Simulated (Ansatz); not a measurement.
**GeC+ (quartet): from Hartree-Fock to the top rungs, cc-pVTZ**

How much of the correlation energy of GeC+ (quartet) does each wave-function method recover here?

Program: Ansatz 0.2.0, Gaussian basis. Level of theory: cc-pVTZ, core rule «outside noble gas», up to 15 orbitals frozen. These are calculated values, not measurements.

The runs, in order: UHF; CCSD(T) on ROHF; CCSD(T) on UHF; BCCD(T) on ROHF; CISD; CCSDT(Q) on ROHF; CCSDT(Q) on UHF; CASSCF and MRCISD+Q, 7 electrons in 8 orbitals; CASSCF and NEVPT2, 7 electrons in 8 orbitals.

12 further runs of the same task are left out: 4 that didn't finish, 8 set aside as unsound or not needed.

## 1. The geometry

The geometry is a PBE0/def2-TZVP stationary point (not a proven minimum). No spin-orbit coupling is included. The filled d shell of Ge may be among the frozen orbitals whatever the setting's name suggests; the logs give the count.

2 atoms, charge 1, spin multiplicity 4.

Atoms are counted from 1 here; the program's logs count them from 0.

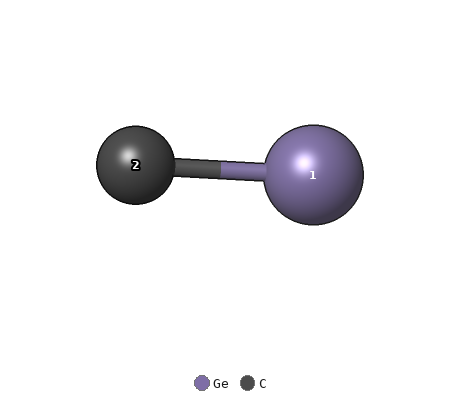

The geometry (germanium purple, carbon dark grey); atoms are numbered from 1 in the order of the file.

## 2. UHF

Input file in.yaml:

```yaml
crystal:
  periodic: [false, false, false]
  atoms:
    - {symbol: Ge, position_ang: [0.000000, 0.000000, 0.000000]}
    - {symbol: C, position_ang: [0.000000, 0.000000, 1.910400]}
basis:
  gaussian: {orbitals: cc-pVTZ}
total_charge: 1
magnetization: {spin_polarized: true, initial_magnetization: 3}
hamiltonian: {xc: hf}
output: {orbitals: {seedname: orbitals}}
```

Started as:

```console
> ansatz run in.yaml --threads 1 --pin off --events-out ev --progress --plain --max-ram 2393MiB
```

Further steps of the session: CCSD(T) on ROHF; CCSD(T) on UHF; BCCD(T) on ROHF; CISD; CCSDT(Q) on ROHF; CCSDT(Q) on UHF; CASSCF and MRCISD+Q, 7 electrons in 8 orbitals; CASSCF and NEVPT2, 7 electrons in 8 orbitals.

**Question.** What will the summary of the whole plan be? Wanted: UCCSDT(Q) below the RHF energy; RMP2 from UCCSDT(Q); UMP2 from UCCSDT(Q); RCCSD from UCCSDT(Q); RCCSD(T) from UCCSDT(Q); UCCSD(T) from UCCSDT(Q); RCCSDT(Q) from UCCSDT(Q); NEVPT2 valence from UCCSDT(Q); MRCISD+Q valence from UCCSDT(Q).

**Answer**, as computed:

| quantity | value |
| --- | --- |
| UCCSDT(Q) below the RHF energy | -4.7925 eV |
| RMP2 from UCCSDT(Q) | +1116.8 meV |
| UMP2 from UCCSDT(Q) | +1114.4 meV |
| RCCSD from UCCSDT(Q) | +297.1 meV |
| RCCSD(T) from UCCSDT(Q) | +71.8 meV |
| UCCSD(T) from UCCSDT(Q) | +67.5 meV |
| RCCSDT(Q) from UCCSDT(Q) | +5.8 meV |
| NEVPT2 valence from UCCSDT(Q) | +598.4 meV |
| MRCISD+Q valence from UCCSDT(Q) | +28.7 meV |
| levels within 1 kcal/mol (43 meV) | RCCSDT, UCCSDT, RCCSDT(Q), MRCISD+Q valence |
| T1 diagnostic | 0.054 |
| effectively unpaired electrons | 3.05 |

What this shows: RCCSD(T) misses by +71.8 meV, 1.5 % of the correlation energy. The occupations are near whole numbers, but T1 = 0.054 shows that the orbitals relax strongly. Of the multireference levels listed MRCISD+Q valence comes nearest in total energy (+28.7 meV), which doesn't show that its space is the better one. These misses are within one basis, not against nature; the frozen cores of restricted and unrestricted runs differ, which can shift their rows.
